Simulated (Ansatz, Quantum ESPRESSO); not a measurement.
# H on fcc sites of Ti(0001): the work function of the upper face at a withheld member of a series

Method. Quantum ESPRESSO 7.5, PBE, GBRV ultrasoft. Slabs of 3 layers, covered on the upper face; adsorbates and the top layer relax in a periodic cell, the rest is held (the clean slab relaxes both outer layers); a run under open boundaries (ESM, bc1) gives both vacuum levels. Cells of one to 9 surface sites carry the coverages, on meshes of like density; cold smearing of 0.02 Ry. The slabs take the lattice constants of the bulk relaxed by the same program. The series steps the coverage.

```tsv
coverage	work function of the upper face (eV)
0 ML	4.423
0.1111 ML	4.412
0.1667 ML	4.391
0.3333 ML	4.365
0.5 ML	4.297
0.6667 ML	4.268
0.75 ML	4.342
1 ML	4.498
```

**Question.** What is the work function of the upper face at 0.25 ML?

By hand: The rows at 0.1667 ML and 0.3333 ML give a slope of (4.365 − (4.391))/(0.3333 − (0.1667)) = −0.1561, so a straight line gives 4.378 eV. A parabola through these and the row at 0.1111 ML gives 4.371 eV.

**The withheld run.** 4.323 eV. The line misses by +0.055 and the parabola by +0.048 eV. Neither catches the point well; the series is not smooth on this step.

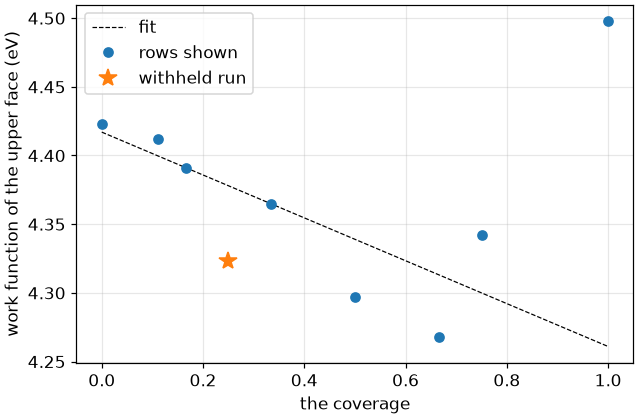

The rows shown, the fit and the withheld run.

Caveats: Thin slabs, one site and one ordered pattern a coverage; no reconstruction or subsurface sites; meshes differ a little between cells.

[Logs are printed without paths, hosts, clocks, repeated set-up lines and the standing remarks that a program may print on its own settings, such as how far it seeks lower states.]
